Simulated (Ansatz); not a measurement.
Geometry relaxation, with input and output: C2H9B (part 2 of 2)

The same run, continued: C2H9B; RKS B3LYP-D4/6-31G* (Ansatz 0.2.0). The input holds or restrains some coordinates. It belongs to a series of runs on one base structure; here: pulled along the bonds that form and break, towards end B.

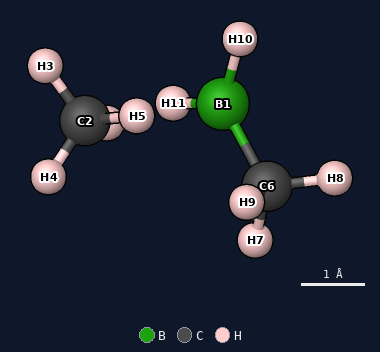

Fig. 1: The geometry at step 8 of the log (ball-and-stick view, seen at a tilt; atoms are numbered from 1 in the order of the input).

## Trajectory as extended XYZ, continued
```
12
Properties=species:S:1:pos:R:3:forces:R:3 step=4 energy=-2895.02071
B    -0.0326   -0.3518   -0.3855   -1.1055  -0.0653   0.4772
C    -0.0166   -0.0554    2.3433   -0.0002  -1.2977  -0.8930
H    -1.0526   -0.2978    2.5344   -0.2300   0.4279   2.3595
H     0.8213   -0.7166    2.5611    0.2549   0.4976   2.6689
H     0.2329    1.0139    2.2481   -0.1625  -0.7930  -0.8687
C     1.4139    0.0050   -0.8292   -0.3230  -0.2719  -0.2927
H     1.7678   -1.0170   -0.9975    0.7991   0.2520  -0.3291
H     1.2889    0.5210   -1.7846    0.4475   0.1807  -0.1891
H     2.1413    0.5400   -0.2109   -0.2700   0.0530   0.0734
H    -1.1249    0.1212   -0.6142    0.5714   0.6460   0.0660
H    -0.1900   -1.4680   -0.0859   -0.1100  -1.0926   0.1203
H    -0.1250   -0.8665    1.6130    0.1284   1.4633  -3.1927
12
Properties=species:S:1:pos:R:3:forces:R:3 step=5 energy=-2896.42612
B    -0.0655   -0.3979   -0.4259   -0.1860  -0.4287   0.1119
C    -0.0172   -0.0794    2.3497   -0.1881  -1.9692  -0.7411
H    -1.0407   -0.2798    2.7090    0.6234   0.4344   1.0529
H     0.8164   -0.6892    2.7541   -0.5296   0.7858   1.0984
H     0.2242    0.9797    2.2200   -0.0870  -0.3781  -0.3519
C     1.4001   -0.0082   -0.8463   -0.2778  -0.4306  -0.1898
H     1.8274   -1.0016   -1.0307    0.5508   0.2781  -0.2218
H     1.3156    0.5294   -1.7966    0.2571   0.1429  -0.1111
H     2.1009    0.5391   -0.2041   -0.3618   0.0635   0.1077
H    -1.1029    0.1658   -0.6140    0.1993   0.5082   0.1203
H    -0.2177   -1.5603   -0.2030   -0.1605  -0.2843   0.0414
H    -0.1163   -0.7698    1.4798    0.1605   1.2780  -0.9169
12
Properties=species:S:1:pos:R:3:forces:R:3 step=7 energy=-2897.07004
B    -0.0843   -0.4477   -0.4554    0.1873  -0.4630  -1.3637
C    -0.0089   -0.1812    2.3315    0.0564  -0.0396  -0.0736
H    -0.9396   -0.2268    2.8981   -0.0682   0.0122   0.0283
H     0.8092   -0.6084    2.9154    0.0401   0.0226   0.0204
H     0.2155    0.8550    2.0714    0.0091   0.0129   0.0207
C     1.3741   -0.0833   -0.9262   -0.1234   0.0288   0.4048
H     2.0775   -0.9143   -1.0031   -0.0134  -0.1443   0.0316
H     1.4135    0.4871   -1.8636   -0.2094   0.0182   0.0436
H     1.7576    0.5942   -0.1587    0.3312   0.2906   0.0956
H    -0.9685    0.3325   -0.5849   -0.1470   0.3035   0.3271
H    -0.3889   -1.5822   -0.2557   -0.0677  -0.1541   0.0892
H    -0.1328   -0.7970    1.4234    0.0050   0.1122   0.3761
12
Properties=species:S:1:pos:R:3:forces:R:3 step=8 energy=-2897.13041
B    -0.1429   -0.4661   -0.5238    0.1962   0.0021  -0.1119
C     0.0463   -0.1850    2.2569   -0.0647  -0.1402   0.0774
H    -0.8976   -0.1885    2.8073   -0.0129   0.0177   0.0404
H     0.8581   -0.5197    2.9140   -0.0454   0.0688  -0.1051
H     0.2455    0.8276    1.8924    0.0145  -0.1278   0.0306
C     1.3450   -0.0776   -0.8347    0.0519   0.0535  -0.1585
H     2.0358   -0.9185   -0.9445   -0.0114  -0.0567   0.0230
H     1.4208    0.5471   -1.7365   -0.0531  -0.0094   0.0090
H     1.7259    0.5547   -0.0220    0.0326   0.0664   0.0111
H    -1.0126    0.3497   -0.5597   -0.0584   0.0948   0.0100
H    -0.4523   -1.5884   -0.2811   -0.1303  -0.2525  -0.2616
H    -0.0477   -0.9074    1.4240    0.0810   0.2834   0.4356
12
Properties=species:S:1:pos:R:3:forces:R:3 step=9 energy=-2897.14324
B    -0.1002   -0.4568   -0.5024    0.0722  -0.0661  -0.2619
C    -0.0031   -0.1941    2.2857   -0.0639  -0.2545   0.2773
H    -0.9050   -0.1938    2.9114    0.0948  -0.0001  -0.1206
H     0.8510   -0.5428    2.8784   -0.0491   0.0349  -0.0841
H     0.1877    0.8149    1.9271    0.0165   0.1195  -0.0534
C     1.3755   -0.0716   -0.8741    0.1030   0.0204   0.0352
H     2.0627   -0.9198   -0.9772   -0.0406   0.0408   0.0299
H     1.4102    0.5150   -1.8054   -0.0605  -0.0327   0.0526
H     1.7881    0.5994   -0.1027   -0.0208  -0.0183  -0.0668
H    -0.9721    0.3600   -0.5291   -0.0224   0.0603   0.0345
H    -0.4129   -1.5856   -0.2674   -0.0647  -0.1205  -0.2601
H    -0.1576   -0.8970    1.4479    0.0355   0.2163   0.4177
12
Properties=species:S:1:pos:R:3:forces:R:3 step=10 energy=-2897.14887
B    -0.0945   -0.4545   -0.5051    0.0461   0.0180  -0.2037
C    -0.0093   -0.2009    2.2878   -0.0170  -0.1672   0.1349
H    -0.8907   -0.1912    2.9379    0.0439   0.0022  -0.0581
H     0.8625   -0.5499    2.8516   -0.0362   0.0222  -0.0457
H     0.1759    0.8073    1.9149   -0.0056   0.0253  -0.0152
C     1.3820   -0.0699   -0.8722    0.0546   0.0051   0.0666
H     2.0745   -0.9150   -0.9523   -0.0207   0.0280   0.0083
H     1.4097    0.4945   -1.8163   -0.0312  -0.0218   0.0115
H     1.7856    0.6241   -0.1177   -0.0196  -0.0087  -0.0518
H    -0.9617    0.3702   -0.5231    0.0010   0.0222   0.0089
H    -0.4132   -1.5803   -0.2720   -0.0703  -0.1579  -0.2729
H    -0.1963   -0.9067    1.4584    0.0551   0.2327   0.4173
```

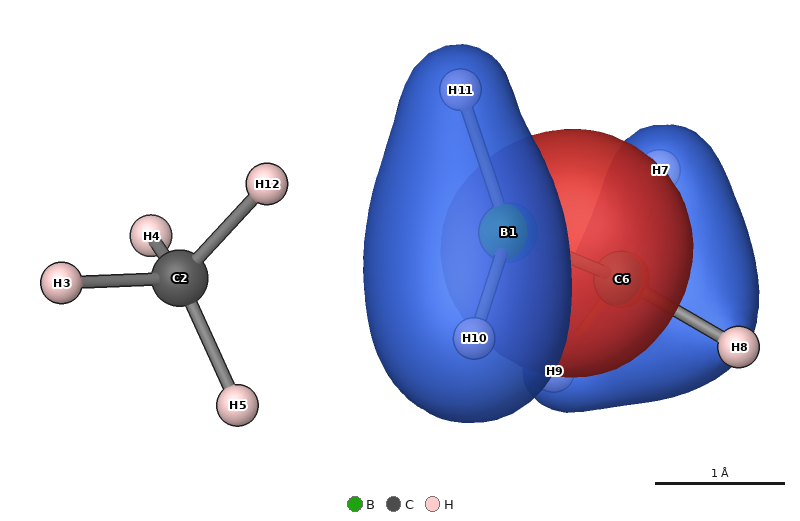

Fig. 2: One frontier orbital at ±0.15 Å⁻³ᐟ² (blue and red are the two phases), seen from the side. The HOMO−1, at −8.87 eV. By Hirshfeld shares it lies mainly on C6 (35 %), B1 (30 %) and H10 (15 %).

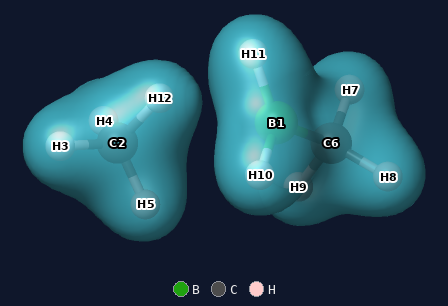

Fig. 3: Isosurface of the total electron density at 0.2 e/Å³ (cyan), seen from the side. At this value the surface falls into two separate pieces. It is pinched off along the B···H (2.02 Å) contacts. On the grid the lowest density along these lines, outside the cores, is 0.16 e/Å³ (B···H, 2.02 Å), 1.2 e/Å³ (C–B, 1.57 Å), 1.8 e/Å³ (C–H, 1.09 Å) and 1.2 e/Å³ (B–H, 1.19 Å).

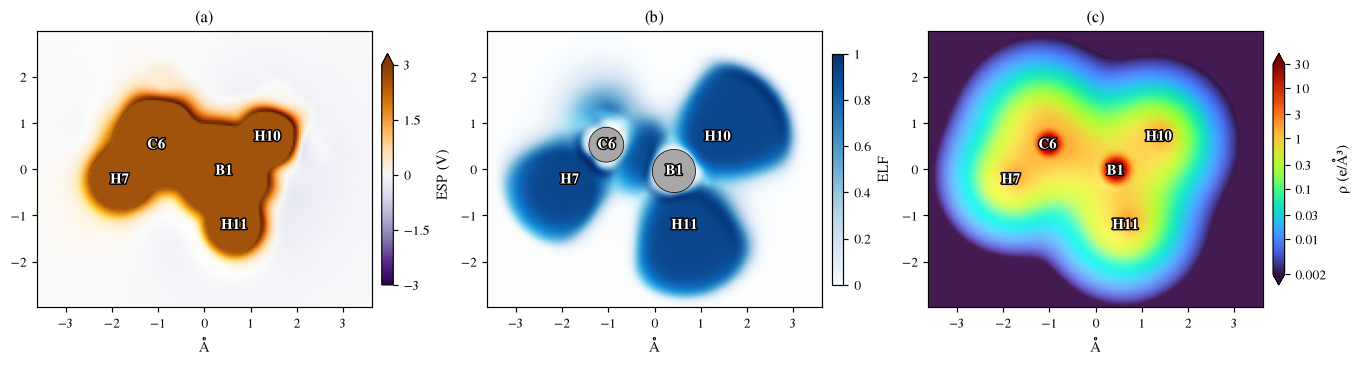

Fig. 4: (a) electrostatic potential; (b) electron localisation function; (c) electron density on the plane of atoms C6, B1 and H11. Grey discs, where drawn, cover atomic cores. Atoms in the plane: B, C and H. C–B (1.57 Å): ρ is about 1.4 e/Å³ halfway; the ELF peaks at about 1 between the atoms, as expected for localised, shared-pair bonding. B–H (1.19 Å): ρ at the midpoint is about 1.3 e/Å³; the ELF climbs to about 1 towards the hydrogen; a covalent bond by its length.

This output came from the following input.

## The input
```yaml
crystal:
  periodic: [false, false, false]
  atoms:
    - { symbol: B, position_ang: [0.0, 0.0, 0.0] }
    - { symbol: C, position_ang: [0.0, 0.0, 1.95] }
    - { symbol: H, position_ang: [-0.9996, -0.3092, 2.3205] }
    - { symbol: H, position_ang: [0.7676, -0.7111, 2.3205] }
    - { symbol: H, position_ang: [0.232, 1.0203, 2.3205] }
    - { symbol: C, position_ang: [1.3856, 0.0, -0.8] }
    - { symbol: H, position_ang: [1.7152, -1.0462, -0.9702] }
    - { symbol: H, position_ang: [1.2491, 0.508, -1.7774] }
    - { symbol: H, position_ang: [2.1552, 0.5381, -0.2082] }
    - { symbol: H, position_ang: [-1.0305, 0.0, -0.595] }
    - { symbol: H, position_ang: [-0.1908, -1.4011, 0.4698] }
    - { symbol: H, position_ang: [-0.1595, -1.1709, 1.3616] }
basis:
  gaussian: { orbitals: "6-31G*" }
hamiltonian:
  xc: b3lyp
  dispersion: d4
relax:
  f_tol: 0.15
  max_steps: 25
  restrain:
    - { distance: [0, 10], at: 1.19, k: 30.0 }
    - { distance: [11, 1], at: 1.11, k: 30.0 }
    - { distance: [0, 1], at: 2.8, k: 30.0 }
    - { distance: [11, 10], at: 1.86, k: 30.0 }
output:
  orbitals: {}
```

Run as:
```bash
ansatz run input.yaml --threads 1 --pin off --max-ram 2048MiB --backend cpu --events-out ev --progress --plain --runs-dir out
```

## Key numbers

| quantity | value |
| --- | --- |
| outcome | converged under the restraints of the input |
| total energy | −2897.1491 eV |
| mean-field energy | −2896.9233 eV |
| largest force (length of the vector) at the end, held atoms and coordinates included | 0.481 eV/Å |
| hardware | 1 thread of AMD EPYC (Zen 5), 32 GiB of memory available, shared host |
| wall time | 11 s |
| peak memory | 0.14 GiB |
